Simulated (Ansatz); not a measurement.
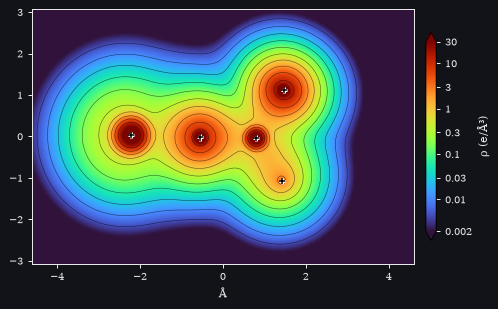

The electron density on a plane through atoms (crosses mark nuclei in the plane).

Computed with isolated molecule in a Gaussian basis; Kohn-Sham density functional theory, functional PBE0 in Ansatz 0.2.0.

Candidates:
A. H2OSi3
B. BF2HOSi
C. CHGaN (charge +1)

Which system is this?

Candidate B: BF2HOSi on the plane of atoms F2, B1 and O4, which holds B, F, O, Si and H. B–F (1.33 Å): ρ is about 2.2 e/Å³ halfway. B–O (1.35 Å): the density is about 2.1 e/Å³ at the midpoint.
